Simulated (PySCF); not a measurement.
**EPR calculation, with input and output: C2H6F3NSi (charge +1)**

System: C2H6F3NSi, charge +1, multiplicity 2.
Method: UKS B3LYP, pcH-1 on C F H N Si, non-relativistic, mean-field spin-orbit, GIAO (PySCF 2.14.0).

It belongs to a series of runs on one base structure; here: electron removed.

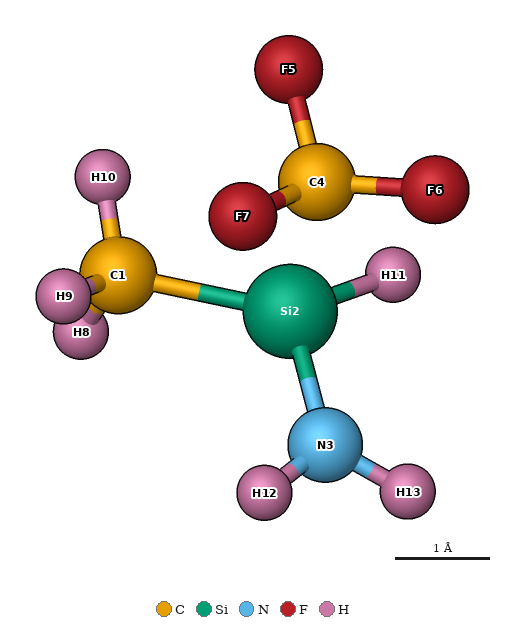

The structure (ball-and-stick view, seen at a tilt; atoms are numbered from 1 in the order of the input). Sticks are drawn by distance; a stretched bond gets none, so the picture shows separate pieces.

**The input**
```
{"job": {"kind": "epr", "basis": "pcH-1"}, "charge": 1, "multiplicity": 2}
C      1.718465    -0.012821    -0.057171
Si     0.056951    -0.499187     0.696232
N     -0.903265    -1.564907    -0.215544
C     -0.958794     1.331511     0.131850
F     -0.323885     2.327323     0.697925
F     -2.185629     1.231601     0.576195
F     -0.927962     1.428461    -1.175086
H      2.439450    -0.814468     0.103070
H      1.647168     0.162267    -1.133113
H      2.122946     0.890684     0.401982
H     -0.280995    -0.570240     2.106196
H     -0.779691    -1.755351    -1.203329
H     -1.629147    -2.154386     0.174472
```

The first line tells a small driver script what to run in PySCF; the rest is the geometry in Å.

Launched with:
```bash
OMP_NUM_THREADS=1 python <driver script> task.json out
```

**The program's output**
```
UKS, coarse grid
  cycle   1  E = -723.13294567  |g| = 7.35e-01
  cycle   2  E = -722.65458641  |g| = 1.35e+00
  cycle   3  E = -723.31235012  |g| = 2.13e-01
  cycle   4  E = -723.32962318  |g| = 1.20e-01
  cycle   5  E = -723.33576968  |g| = 2.15e-02
  cycle   6  E = -723.33596988  |g| = 7.95e-03
  cycle   7  E = -723.33600313  |g| = 2.78e-03
  cycle   8  E = -723.33600907  |g| = 1.14e-03
  cycle   9  E = -723.33601001  |g| = 3.42e-04
UKS, final grid
  cycle   1  E = -723.33594303  |g| = 4.86e-04
  cycle   2  E = -723.33594260  |g| = 1.10e-03
  cycle   3  E = -723.33594315  |g| = 9.79e-05
  cycle   4  E = -723.33594316  |g| = 5.10e-05
  cycle   5  E = -723.33594316  |g| = 2.58e-05
E = -723.33594316 Eh   <S^2> = 0.7583 (exact 0.7500)
g shifts (ppm)      1          2          3
  rmc          -278       -278       -278
  gc             13        123        126
  oz_so          72       4648       6348
  total        -193       4493       6196
hyperfine (MHz)  atom isotope    a_iso     a_fc   dipolar eigenvalues
    0   13C      19.30      19.28     -7.06     -6.80     13.85
    1  29Si      66.77      66.93    -13.54      5.36      8.18
    2   14N      17.12      17.09    -17.74    -17.51     35.25
    3   13C     311.06     310.99    -36.58    -36.28     72.86
    4   19F     162.42     159.88   -193.07   -187.72    380.79
    5   19F     119.06     116.69   -169.79   -163.77    333.55
    6   19F     102.46     100.30   -150.26   -144.68    294.95
    7    1H      26.54      26.54     -3.91     -0.91      4.83
    8    1H      -5.98      -5.98     -3.89     -0.62      4.51
    9    1H      -4.43      -4.43     -4.45      0.32      4.13
   10    1H      31.97      31.97     -2.63     -1.99      4.62
   11    1H     -24.65     -24.69    -20.37     -4.54     24.91
   12    1H     -24.61     -24.65    -21.02     -4.58     25.60
```

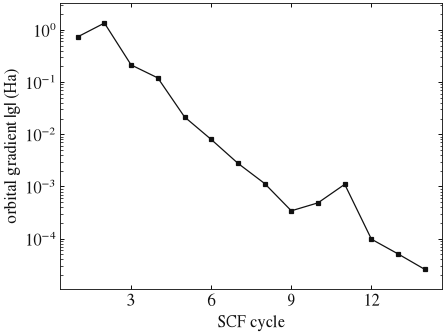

Convergence of the self-consistent field: orbital gradient |g| against the SCF cycle. All cycles printed in the log are drawn one after another.

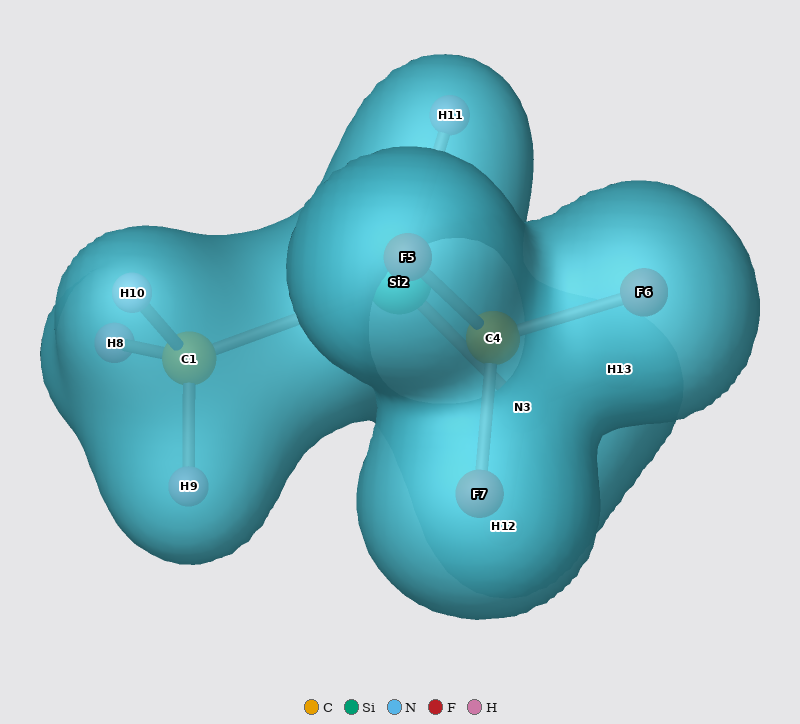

Isosurface of the total electron density at 0.2 e/Å³ (cyan), seen from the side. At this value the surface is in one piece. On the grid the lowest density along these lines, outside the cores, is 0.47 e/Å³ (C···Si, 2.17 Å), 2 e/Å³ (C–F, 1.31 Å), 0.89 e/Å³ (Si–N, 1.70 Å) and 0.8 e/Å³ (C–Si, 1.89 Å).

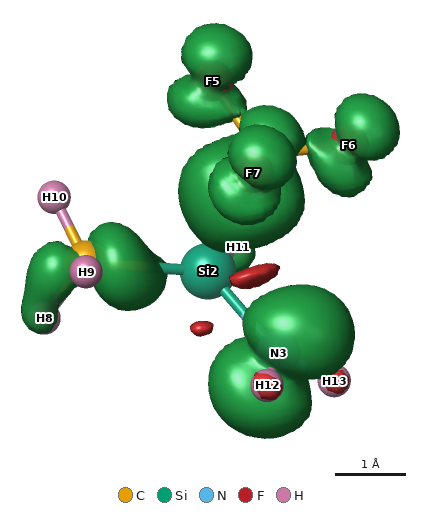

Isosurfaces of the spin density (α minus β) at +0.015 (green) and −0.015 e/Å³ (red), seen at a tilt. The unpaired spin (1 electron) lies mostly on N3 (about 0.3), C4 (about 0.3), F5 (about 0.1), F6 (about 0.1) and F7 (about 0.1), in electrons by Hirshfeld's partition.

**Results in brief**

- outcome: converged
- total energy: −723.335943 hartree
- ⟨S²⟩: 0.758
- isotropic g: 2.0058
- hardware: 1 CPU thread, shared host
- wall time: 74 s
- peak memory: 0.88 GiB
